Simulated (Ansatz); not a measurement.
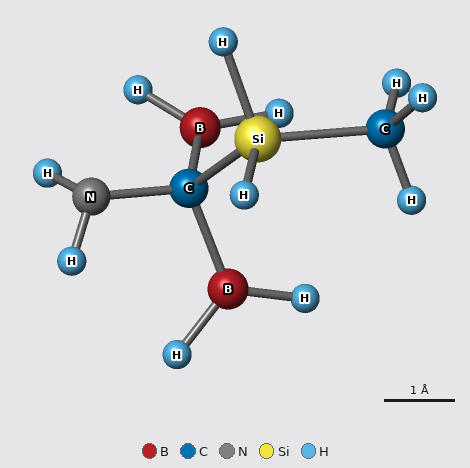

The starting structure (ball-and-stick view, seen at a tilt). Bond lengths as drawn: B–C 1.54 to 1.59 Å, B–H 1.14 to 1.24 Å, C–H 1.10 to 1.13 Å, C–N 1.46 Å, C–Si 1.88 Å, H–N 1.00 to 1.10 Å and H–Si 1.45 to 1.51 Å.

# Run report: C$_{2}$H$_{11}$B$_{2}$NSi, geometry relaxation (part 1 of 2)

- system: C$_{2}$H$_{11}$B$_{2}$NSi, SMILES BC(B)(N)[SiH2]C
- method: RKS PBE/def2-SVP (Ansatz 0.2.0)

It belongs to a series of runs on one base structure; here: end point B relaxed.

**Input**
```yaml
crystal:
  periodic: [false, false, false]
  atoms:
    - { symbol: B, position_ang: [-1.7275, -0.5675, -0.1174] }
    - { symbol: C, position_ang: [-0.2367, -0.8138, 0.1664] }
    - { symbol: B, position_ang: [0.4042, -1.3622, -1.1873] }
    - { symbol: "N", position_ang: [-0.0395, -1.8044, 1.2257] }
    - { symbol: Si, position_ang: [0.6202, 0.787, 0.6603] }
    - { symbol: C, position_ang: [0.4895, 2.1207, -0.6515] }
    - { symbol: H, position_ang: [-2.5924, -1.0764, 0.4885] }
    - { symbol: H, position_ang: [-2.054, 0.2586, -0.9808] }
    - { symbol: H, position_ang: [0.4291, -0.6986, -2.12] }
    - { symbol: H, position_ang: [0.944, -2.4308, -1.1723] }
    - { symbol: H, position_ang: [-0.99164, -2.33375, 1.38333] }
    - { symbol: H, position_ang: [0.66603, -2.48404, 1.02836] }
    - { symbol: H, position_ang: [-0.0543, 1.3265, 1.8941] }
    - { symbol: H, position_ang: [2.0126, 0.5347, 0.9629] }
    - { symbol: H, position_ang: [0.9712, 1.7279, -1.5768] }
    - { symbol: H, position_ang: [1.009, 3.0604, -0.2873] }
    - { symbol: H, position_ang: [-0.5658, 2.3608, -0.8501] }
basis:
  gaussian: { orbitals: def2-SVP }
hamiltonian:
  xc: pbe
relax:
  f_tol: 0.015
  max_steps: 40
output:
  orbitals: {}
```

Command:
```bash
ansatz run input.yaml --threads 2 --pin off --max-ram 3072MiB --backend cpu --events-out ev --progress --plain --runs-dir out
```

**Log**
```
The last accepted step is kept in [file] (removed where the run ends without a failure and the disk answers)
Engine: ansatz 0.2.0, aarch64-unknown-linux-gnu
Functional definition: PBE
  parameter kappa = 0.804
  parameter beta = 0.06672455060314922
  exchange = pbe_x(kappa = kappa, mu = beta*pi^2/3)
  correlation = pbe_c(beta = beta)
1630 factors; their error is unknown
mean field evaluation 1: about -12939.9970 eV, gradient 7.5e1 eV
mean field evaluation 2: about -12887.1967 eV, gradient 1.4e2 eV
mean field evaluation 4: about -12953.7966 eV, gradient 1.1e1 eV
mean field evaluation 8: about -12954.1666 eV, gradient 3.9e-1 eV
mean field evaluation 16: about -12954.0788 eV, gradient 3.5e-3 eV
mean field -12954.07881175 eV, -476.0536157418 hartree, gradient 3.4e-5 eV, S^2 0.000000; 0 other end points of the search recorded, 0 dependent functions left out
the calculation of the forces begins
reference -12954.07885607 eV, -476.0536173704 hartree; 27, 27 occupied and 116, 116 virtual orbitals, 1630 factors
relax step   1: F+E_penalty+E_count = -12954.07881175 eV  Δ(F+E_penalty+E_count) = +0.000e0 eV  max|allowed force component| = 3.102e0 eV/Å  Δτ_max = 0.0000 Å  (32 SCF iters, accepted)
these checks for a lower state are left out or cut short: starts, cluster_reference, orbital_swaps, neighbouring_geometries, increment
1630 factors; their error is unknown
mean field -12954.66912279 eV, -476.0753092724 hartree, gradient 7.7e-6 eV, S^2 0.000000; 0 other end points of the search recorded, 0 dependent functions left out
the calculation of the forces begins
reference -12954.66916768 eV, -476.0753109220 hartree; 27, 27 occupied and 116, 116 virtual orbitals, 1630 factors
relax step   2: F+E_penalty+E_count = -12954.66912279 eV  Δ(F+E_penalty+E_count) = -5.903e-1 eV  max|allowed force component| = 1.415e0 eV/Å  Δτ_max = 0.1971 Å  (29 SCF iters, accepted)
these checks for a lower state are left out or cut short: starts, cluster_reference, orbital_swaps, neighbouring_geometries, increment
1630 factors; their error is unknown
mean field evaluation 32: about -12954.7830 eV, gradient 3.0e-1 eV
mean field -12954.78324309 eV, -476.0795031160 hartree, gradient 2.5e-5 eV, S^2 0.000000; 0 other end points of the search recorded, 0 dependent functions left out
the calculation of the forces begins
reference -12954.78328809 eV, -476.0795047696 hartree; 27, 27 occupied and 116, 116 virtual orbitals, 1630 factors
relax step   3: F+E_penalty+E_count = -12954.78324309 eV  Δ(F+E_penalty+E_count) = -1.141e-1 eV  max|allowed force component| = 7.594e-1 eV/Å  Δτ_max = 0.1580 Å  (29 SCF iters, accepted)
these checks for a lower state are left out or cut short: starts, cluster_reference, orbital_swaps, neighbouring_geometries, increment
1630 factors; their error is unknown
mean field -12954.82063620 eV, -476.0808772875 hartree, gradient 8.2e-6 eV, S^2 0.000000; 0 other end points of the search recorded, 0 dependent functions left out
the calculation of the forces begins
reference -12954.82068087 eV, -476.0808789290 hartree; 27, 27 occupied and 116, 116 virtual orbitals, 1630 factors
relax step   4: F+E_penalty+E_count = -12954.82063620 eV  Δ(F+E_penalty+E_count) = -3.739e-2 eV  max|allowed force component| = 4.272e-1 eV/Å  Δτ_max = 0.2000 Å  (30 SCF iters, accepted)
these checks for a lower state are left out or cut short: starts, cluster_reference, orbital_swaps, neighbouring_geometries, increment
1630 factors; their error is unknown
mean field -12954.83301492 eV, -476.0813321972 hartree, gradient 2.2e-5 eV, S^2 0.000000; 0 other end points of the search recorded, 0 dependent functions left out
the calculation of the forces begins
reference -12954.83305986 eV, -476.0813338485 hartree; 27, 27 occupied and 116, 116 virtual orbitals, 1630 factors
relax step   5: F+E_penalty+E_count = -12954.83301492 eV  Δ(F+E_penalty+E_count) = -1.238e-2 eV  max|allowed force component| = 2.569e-1 eV/Å  Δτ_max = 0.1210 Å  (29 SCF iters, accepted)
these checks for a lower state are left out or cut short: starts, cluster_reference, orbital_swaps, neighbouring_geometries, increment
1630 factors; their error is unknown
mean field -12954.82101548 eV, -476.0808912258 hartree, gradient 1.2e-5 eV, S^2 0.000000; 0 other end points of the search recorded, 0 dependent functions left out
the calculation of the forces begins
reference -12954.82106033 eV, -476.0808928741 hartree; 27, 27 occupied and 116, 116 virtual orbitals, 1630 factors
relax step   6: F+E_penalty+E_count = -12954.82101548 eV  Δ(F+E_penalty+E_count) = +1.200e-2 eV  max|allowed force component| = 3.816e-1 eV/Å  Δτ_max = 0.2000 Å  (29 SCF iters, rejected (line search))
these checks for a lower state are left out or cut short: starts, cluster_reference, orbital_swaps, neighbouring_geometries, increment
1630 factors; their error is unknown
mean field evaluation 64: about -12954.8511 eV, gradient 1.9e-5 eV
mean field -12954.85110715 eV, -476.0819970745 hartree, gradient 1.9e-5 eV, S^2 0.000000; 0 other end points of the search recorded, 0 dependent functions left out
the calculation of the forces begins
reference -12954.85115193 eV, -476.0819987198 hartree; 27, 27 occupied and 116, 116 virtual orbitals, 1630 factors
relax step   7: F+E_penalty+E_count = -12954.85110715 eV  Δ(F+E_penalty+E_count) = -1.809e-2 eV  max|allowed force component| = 2.596e-2 eV/Å  Δτ_max = 0.0790 Å  (30 SCF iters, accepted)
these checks for a lower state are left out or cut short: starts, cluster_reference, orbital_swaps, neighbouring_geometries, increment
1630 factors; their error is unknown
mean field -12954.85166833 eV, -476.0820176972 hartree, gradient 1.9e-5 eV, S^2 0.000000; 0 other end points of the search recorded, 0 dependent functions left out
the calculation of the forces begins
reference -12954.85171308 eV, -476.0820193418 hartree; 27, 27 occupied and 116, 116 virtual orbitals, 1630 factors
relax step   8: F+E_penalty+E_count = -12954.85166833 eV  Δ(F+E_penalty+E_count) = -5.612e-4 eV  max|allowed force component| = 2.489e-2 eV/Å  Δτ_max = 0.0164 Å  (31 SCF iters, accepted)
these checks for a lower state are left out or cut short: starts, cluster_reference, orbital_swaps, neighbouring_geometries, increment
1630 factors; their error is unknown
mean field -12954.85173272 eV, -476.0820200635 hartree, gradient 1.9e-5 eV, S^2 0.000000; 0 other end points of the search recorded, 0 dependent functions left out
the calculation of the forces begins
reference -12954.85177748 eV, -476.0820217086 hartree; 27, 27 occupied and 116, 116 virtual orbitals, 1630 factors
relax step   9: F+E_penalty+E_count = -12954.85173272 eV  Δ(F+E_penalty+E_count) = -6.439e-5 eV  max|allowed force component| = 2.625e-2 eV/Å  Δτ_max = 0.0093 Å  (31 SCF iters, accepted)
these checks for a lower state are left out or cut short: starts, cluster_reference, orbital_swaps, neighbouring_geometries, increment
1630 factors; their error is unknown
mean field -12954.85181591 eV, -476.0820231208 hartree, gradient 1.0e-5 eV, S^2 0.000000; 0 other end points of the search recorded, 0 dependent functions left out
the calculation of the forces begins
reference -12954.85186067 eV, -476.0820247656 hartree; 27, 27 occupied and 116, 116 virtual orbitals, 1630 factors
relax step  10: F+E_penalty+E_count = -12954.85181591 eV  Δ(F+E_penalty+E_count) = -8.320e-5 eV  max|allowed force component| = 8.954e-3 eV/Å  Δτ_max = 0.0060 Å  (24 SCF iters, accepted)
1630 factors; their error is unknown
mean field evaluation 96: about -12954.8517 eV, gradient 2.8e-1 eV
```

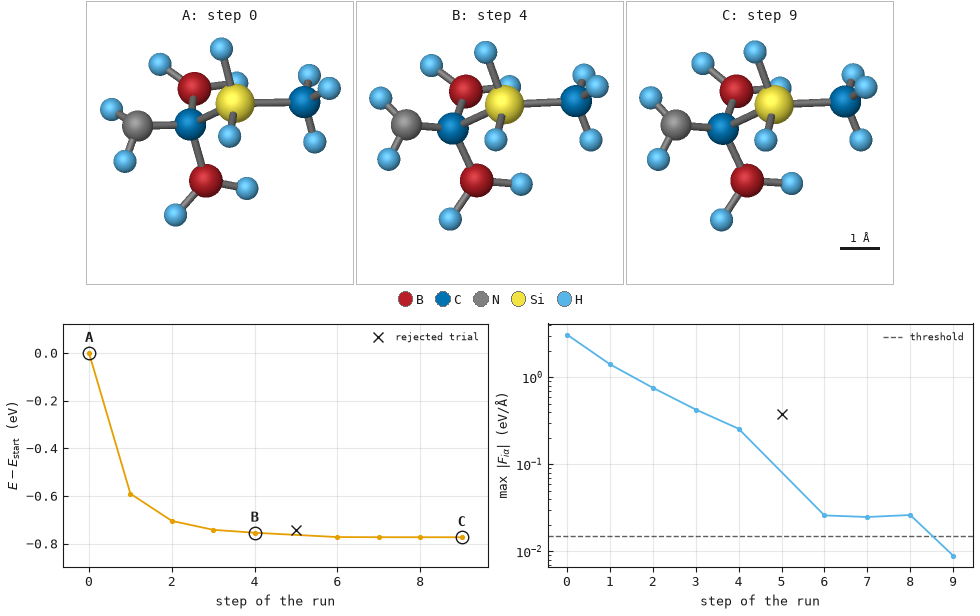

Frames of the relaxation (ball-and-stick view, seen at a tilt) above the curves, on which the letters mark them (the first geometry is step 0 here and step 1 in the log).

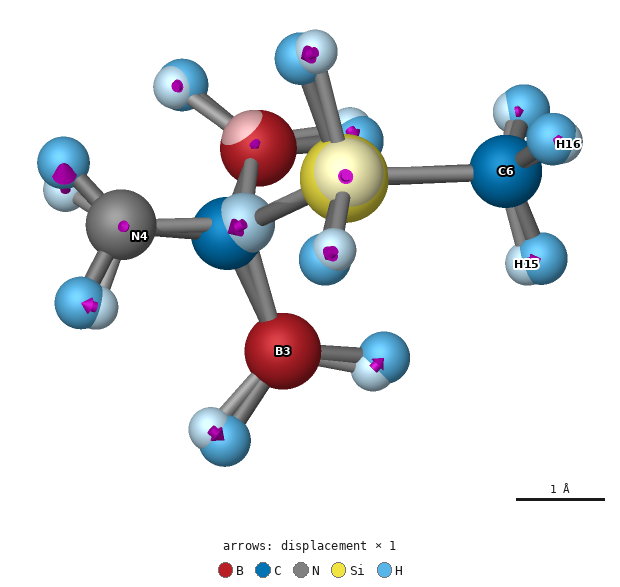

Start (faint) and end (solid) with the displacements as pink arrows, at true length (ball-and-stick view, seen at a tilt). The two geometries are laid on each other by the best rigid fit. After 9 geometry steps the energy has fallen by 0.773 eV. The largest force component goes from 3.1 to 0.009 eV/Å. The line search rejected the trial step at point 5 (counted from 0) and went back. The largest move after the best rigid fit is that of H11, 0.58 Å. Largest moves by element: H 0.58 Å, C 0.25 Å, Si 0.15 Å, B 0.09 Å, N 0.09 Å. Distances before and after: C2–Si5 1.882 → 1.997 Å, N4–H11 1.101 → 1.024 Å, B3–H9 1.145 → 1.214 Å, C2–B3 1.595 → 1.533 Å. Among the angles that change: B3–C2–N4 109.1° → 122.6°, B1–C2–Si5 110.7° → 98.2°, B1–C2–N4 111.9° → 122.4°. (Atoms are counted from 1 in the order of the input.)

```
mean field -12954.85181591 eV, -476.0820231208 hartree, gradient 1.3e-5 eV, S^2 0.000000; 1 other end points of the search recorded, 0 dependent functions left out
the calculation of the forces begins
reference -12954.85186067 eV, -476.0820247656 hartree; 27, 27 occupied and 116, 116 virtual orbitals, 1630 factors
Total energy: -12954.85186067 eV, -476.0820247656 hartree
Atom 0 at    -1.706365    -0.568269    -0.205001 Å, force     0.002047     0.004179    -0.007589 eV/Å
Atom 1 at    -0.292689    -1.059593     0.130646 Å, force    -0.000064    -0.003462     0.001721 eV/Å
Atom 2 at     0.396676    -1.336815    -1.210824 Å, force    -0.002474     0.006507    -0.002692 eV/Å
Atom 3 at    -0.003446    -1.802931     1.311787 Å, force     0.003159     0.002185     0.004273 eV/Å
Atom 4 at     0.529012     0.708699     0.563482 Å, force    -0.003117    -0.008954    -0.005497 eV/Å
Atom 5 at     0.477124     2.144010    -0.663459 Å, force    -0.000878     0.001237     0.000284 eV/Å
Atom 6 at    -2.657777    -1.027371     0.409400 Å, force     0.004090    -0.000051     0.001551 eV/Å
Atom 7 at    -1.898666     0.280766    -1.051401 Å, force    -0.000937     0.000444    -0.000410 eV/Å
Atom 8 at     0.357639    -0.534422    -2.121384 Å, force     0.000003    -0.001138    -0.000392 eV/Å
Atom 9 at     1.014796    -2.380636    -1.358676 Å, force    -0.002160     0.002083     0.003431 eV/Å
Atom 10 at    -0.820200    -2.063333     1.871811 Å, force    -0.000215    -0.001032     0.000126 eV/Å
Atom 11 at     0.645338    -2.584761     1.184575 Å, force     0.000219    -0.000993     0.000742 eV/Å
Atom 12 at    -0.146318     1.112765     1.846156 Å, force    -0.000993     0.001219     0.002116 eV/Å
Atom 13 at     1.959990     0.362237     0.873577 Å, force     0.002016    -0.000347     0.001303 eV/Å
Atom 14 at     0.989626     1.893152    -1.612491 Å, force    -0.000064    -0.001111     0.001071 eV/Å
Atom 15 at     1.000338     3.010573    -0.206456 Å, force     0.000028    -0.000666    -0.000440 eV/Å
Atom 16 at    -0.561090     2.451040    -0.895653 Å, force    -0.000661    -0.000103     0.000402 eV/Å
Dipole moment:     0.058055    -0.088992     0.185559 e Å
```
